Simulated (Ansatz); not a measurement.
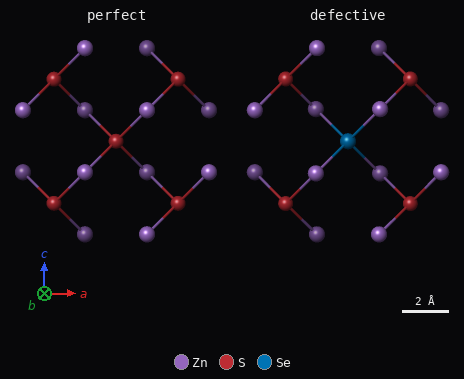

Left: perfect ZnS. Right: the same region with one point defect, after relaxing the atoms in a supercell of 54 sites. A ball-and-stick model of the atoms within 5.4 Å of one point, in a slice 3.4 Å thick across the line of sight, seen along the b axis.

Level of theory: DFT, PBE, plane-wave PAW, default files, scalar-relativistic, frozen cores in Ansatz. Settings: plane-wave cutoff 420 eV; k-point mesh 3 × 3 × 3; occupations fermi dirac; smearing width 0.01 eV; no spin polarisation. The axes drawn are those of the host's conventional cell.

What kind of defect was made?

Answer. A sulfur atom is replaced by selenium.

The charge state of the cell is 0.

What does the relaxation do around it?

Answer. In the host the S atom has 4 Zn at 2.34 Å; the Se atom ends with 4 Zn at 2.43 Å. Of the host's atoms, a zinc atom moves furthest from its site, by 0.08 Å. Relaxing the atoms from the host's sites lowers the energy by 0.13 eV.
